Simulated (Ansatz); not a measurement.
# C3H5BO: small, medium and large basis sets

How large a basis does C3H5BO need? Two functionals are run in growing sets.

The runs use Ansatz 0.2.0, Gaussian basis; one geometry, several basis sets.

The runs, in order: PBE0-D4/def2-SVP; ωB97M-V/def2-SVP; PBE0-D4/def2-QZVPP; ωB97M-V/def2-QZVPP; the functionals' def2-TZVPP values are taken from earlier runs.

## Step 1: The geometry

An earlier PBE0-D4 in a triple-zeta def2 set relaxation fixed the geometry.

SMILES `OCC1=CB1`, 10 atoms, charge 0, spin multiplicity 1.

Atoms are counted from 1 here; the program's logs count them from 0.

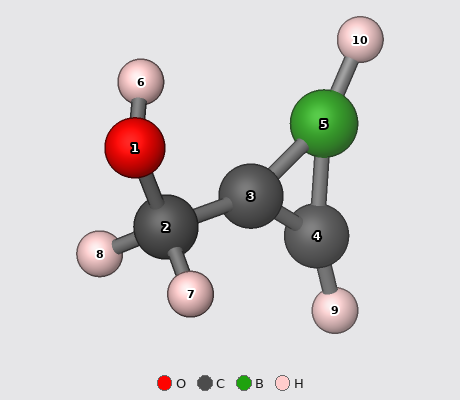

The structure; oxygen red, carbon dark grey, boron green, hydrogen pink; atoms are numbered from 1 in the order of the file.

## Step 2: PBE0-D4 in def2-SVP

in.yaml reads:

```yaml
crystal:
  periodic: [false, false, false]
  atoms:
    - {symbol: O, position_ang: [0.783264, -0.491944, 1.887505]}
    - {symbol: C, position_ang: [0.597274, -0.882877, 0.549449]}
    - {symbol: C, position_ang: [-0.072350, 0.126992, -0.286368]}
    - {symbol: C, position_ang: [-0.403970, 0.389549, -1.567651]}
    - {symbol: B, position_ang: [-0.819167, 1.367249, -0.566080]}
    - {symbol: H, position_ang: [0.025530, 0.041175, 2.143351]}
    - {symbol: H, position_ang: [1.586686, -1.107448, 0.138815]}
    - {symbol: H, position_ang: [0.011451, -1.813459, 0.482093]}
    - {symbol: H, position_ang: [-0.282289, -0.052916, -2.547038]}
    - {symbol: H, position_ang: [-1.343229, 2.372478, -0.231079]}
basis:
  gaussian: {orbitals: def2-SVP}
hamiltonian: {xc: pbe0, dispersion: d4}
output: {orbitals: {seedname: orbitals}}
```

On the command line:

```bash
> ansatz run in.yaml --threads 2 --pin off --events-out ev --progress --plain --max-ram 4352MiB
```

After this run come: ωB97M-V in def2-SVP; PBE0-D4 in def2-QZVPP; ωB97M-V in def2-QZVPP.

Q: Predict the results of all the runs planned. Wanted: PBE0-D4: double and triple zeta above quadruple; ωB97M-V: double and triple zeta above quadruple.

The runs gave:

| quantity | value |
| --- | --- |
| PBE0-D4: double and triple zeta above quadruple | 7.01, 0.34 eV |
| ωB97M-V: double and triple zeta above quadruple | 7.26, 0.32 eV |

**Reading.** For PBE0-D4 the step from double to triple zeta gains 6.67 eV and the next only 0.34 eV. These are total energies; as a rule much of such shifts cancels in differences, which this series doesn't test.
